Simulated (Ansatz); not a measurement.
# C2HF (fluoroacetylene): B3LYP/STO-3G

What is the vertical ionisation energy of C2HF (fluoroacetylene) at B3LYP/STO-3G? 

Program for the calculation: Ansatz 0.2.0.

49 further runs of the same task are left out: 5 that didn't finish, 44 set aside as unsound or not needed.

### 1 Starting point

C2HF: 4 atoms, total charge 0, spin state singlet. As SMILES, `C#CF`. The shape is that of a PBE0-D4/def2-TZVP optimisation.

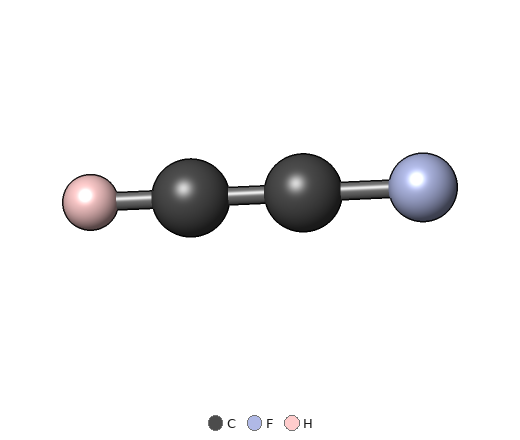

Viewed from a chosen angle; carbon dark grey, fluorine light blue, hydrogen pink.

### 2 The energy at B3LYP/STO-3G

The input, molecule.yaml:

```yaml
crystal:
  periodic: [false, false, false]
  atoms:
    - {symbol: C, position_ang: [-0.361030, 0.453110, -0.290220]}
    - {symbol: C, position_ang: [0.303270, -0.380840, 0.243810]}
    - {symbol: F, position_ang: [1.010600, -1.269010, 0.812300]}
    - {symbol: H, position_ang: [-0.952830, 1.196740, -0.765890]}
basis:
  gaussian: {orbitals: STO-3G}
hamiltonian: {xc: {name: B3LYP}}
accuracy: high
```

Run with:

```
$ ansatz run molecule.yaml --threads 1 --pin off --max-ram 3480MiB --events-out events.jsonl --progress --plain --runs-dir runs
```

The program printed:

```text
Warning: RAYON_NUM_THREADS=1 ignored (pool sized by the plan → 1); use --threads N
Functional definition: B3LYP
  name "B3LYP"
  parameter a0 = 0.2
  parameter ax = 0.72
  parameter ac = 0.81
  exchange = (1 - a0 - ax)*slater_x + ax*b88_x + a0*exact_x
  correlation = (1 - ac)*vwn_rpa_c + ac*lyp_c
270 factors; integrals over basis functions are off by at most 3.6e-8 eV
mean field evaluation 1: about -4736.8719 eV, gradient 2.4e1 eV
mean field evaluation 2: about -4731.0122 eV, gradient 5.1e1 eV
mean field evaluation 4: about -4738.3879 eV, gradient 1.2e0 eV
mean field evaluation 8: about -4738.3313 eV, gradient 2.3e-3 eV
mean field evaluation 16: about -4738.3313 eV, gradient 3.2e-8 eV
mean field -4738.33125429 eV, -174.1304618387 hartree, gradient 3.2e-8 eV, S^2 0.000000; 0 other end points of the search recorded, 0 dependent functions left out
reference -4738.33127509 eV, -174.1304626034 hartree; 11, 11 occupied and 5, 5 virtual orbitals, 270 factors
Total energy: -4738.33127509 eV, -174.1304626034 hartree
```

Wall time 0.85 s (1 thread of Intel Xeon Platinum 8259CL at 2.50GHz (Skylake/Cascade Lake), shared host); peak memory 0.1 GiB.

### 3 The doublet cation at the same level

The input, run.yaml:

```yaml
crystal:
  periodic: [false, false, false]
  atoms:
    - {symbol: C, position_ang: [-0.361030, 0.453110, -0.290220]}
    - {symbol: C, position_ang: [0.303270, -0.380840, 0.243810]}
    - {symbol: F, position_ang: [1.010600, -1.269010, 0.812300]}
    - {symbol: H, position_ang: [-0.952830, 1.196740, -0.765890]}
basis:
  gaussian:
    orbitals: STO-3G
total_charge: 1
magnetization:
  spin_polarized: true
  initial_magnetization: 1
hamiltonian:
  xc: {name: B3LYP}
accuracy: high
```

Run with:

```
$ ansatz run run.yaml --threads 1 --pin off --max-ram 3480MiB --events-out events.jsonl --progress --plain --runs-dir runs
```

The program printed (excerpt; [...] marks lines left out):

```text
Warning: RAYON_NUM_THREADS=1 ignored (pool sized by the plan → 1); use --threads N
[... 2 set-up lines as earlier in the session ...]
[...]
270 factors; integrals over basis functions are off by at most 3.6e-8 eV
[...]
mean field -4728.82628157 eV, -173.7811605340 hartree, gradient 8.3e-9 eV, S^2 0.752897; 2 other end points of the search recorded, 0 dependent functions left out
reference -4728.82630191 eV, -173.7811612818 hartree; 11, 10 occupied and 5, 6 virtual orbitals, 270 factors
Total energy: -4728.82630191 eV, -173.7811612818 hartree
```

Wall time 63 s (1 thread of Intel Xeon Platinum 8259CL at 2.50GHz (Skylake/Cascade Lake), shared host); peak memory 0.13 GiB.

### 4 What came out

At B3LYP/STO-3G:

| quantity | value |
| --- | --- |
| singlet C2HF: total energy | -174.13046 Eh |
| doublet cation: total energy | -173.78116 Eh |
| doublet cation: ⟨S²⟩ | 0.753 |
| vertical ionisation energy (to the doublet cation) | 9.505 eV |

What this shows: The vertical ionisation energy comes to 9.50 eV (917 kJ/mol). In a minimal basis such a difference can be off by several eV, whatever the method.
